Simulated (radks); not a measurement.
The Fe³⁺ ion; electrons: [Ar] 3d5. Method: scalar-relativistic Kohn-Sham, BP86, spin-unpolarised, spherical densities, point nucleus; computed with the in-house radial solver radks.

```
Z 26
configuration [Ar] 3d5
relativity scalar-relativistic
functional b88,p86
spin unpolarised
nucleus point
c 137.035999084
```

Wanted: the number of electrons inside radius r (solid) and the radial density 4πr²ρ (dashed).

The count levels off at 23 electrons. Half of them lie within 0.506 bohr, 90 % within 1.22 bohr and 99 % within 2.04 bohr. The radial density has minima at 0.0894 and 0.443 bohr, where the count stands at 2.1 and 10.7; these part the shells that the density resolves.

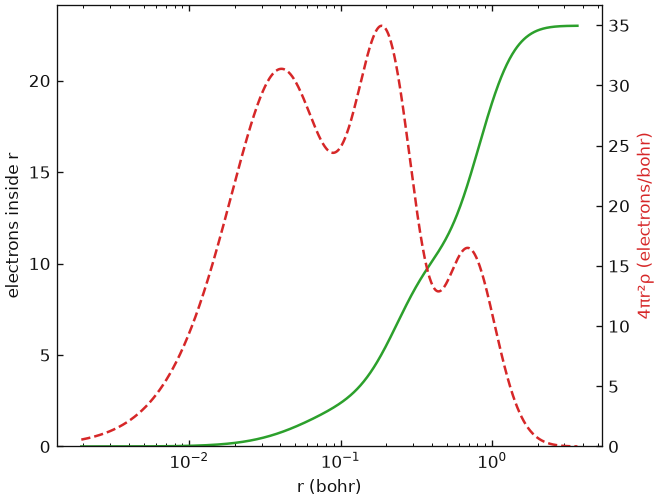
